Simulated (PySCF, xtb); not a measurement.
Dissociation curve of IBr, singlet.

- RCCSD = CCSD on RHF/def2-SVP, 13 core orbitals frozen, def2 effective core potentials past Kr in PySCF
- UHF/STO-3G = PySCF with unrestricted Hartree-Fock/STO-3G
- RHF/3-21G = restricted Hartree-Fock/3-21G (PySCF)
- GFN1-xTB (xtb)

Energies are in kJ/mol, each relative to the lowest point of its own curve near equilibrium.

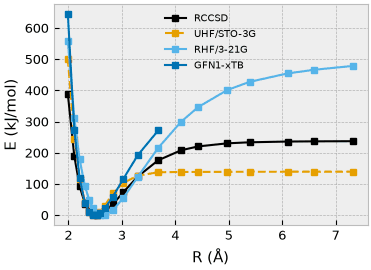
Figure: Energy against bond length for each method.

```
R / Å  RCCSD  UHF/STO-3G  RHF/3-21G  GFN1-xTB
-----  -----  ----------  ---------  --------
1.99   387.8       500.6      557.1     645.0
2.11   190.5       245.3      311.8     274.1
2.21    93.2       116.4      179.5     118.1
2.31    37.0        41.8       93.0      39.4
2.39    12.8        10.9       48.2       9.9
2.46     2.6         0.0       22.8       0.0
2.54     0.0         1.6        6.0       0.9
2.60     2.8        10.5        0.3       7.5
2.68    11.1        30.1        0.0      21.8
2.83    35.2        70.7       15.7      59.0
3.03    74.2       104.1       56.0     117.1
3.30   124.4       126.7      123.5     193.0
3.68   176.2       137.8      215.9     271.6
4.11   208.4       138.7      299.9         —
4.43   220.6       138.9      346.8         —
4.97   230.5       139.2      401.0         —
5.39   233.8       139.4      427.6         —
6.10   236.2       139.5      454.5         —
6.60   236.9       139.5      466.3         —
7.33   237.3       139.6      478.6         —
```

At the longest distance, 7.33 Å, RHF/3-21G lies highest above its minimum (478.6 kJ/mol) and UHF/STO-3G lowest (139.6 kJ/mol).

Dashes: no converged value, or the column stops at the first point that the program doubted or that broke a chosen test of continuity, which isn't proof of a fault.

The unrestricted determinant behind UHF/STO-3G is spin-contaminated at 2.83 to 7.33 Å (<S²> up to 1.0, against 0.00 for a pure singlet). The restricted form behind RHF/3-21G keeps the bonding electrons paired and can't separate into open-shell fragments.
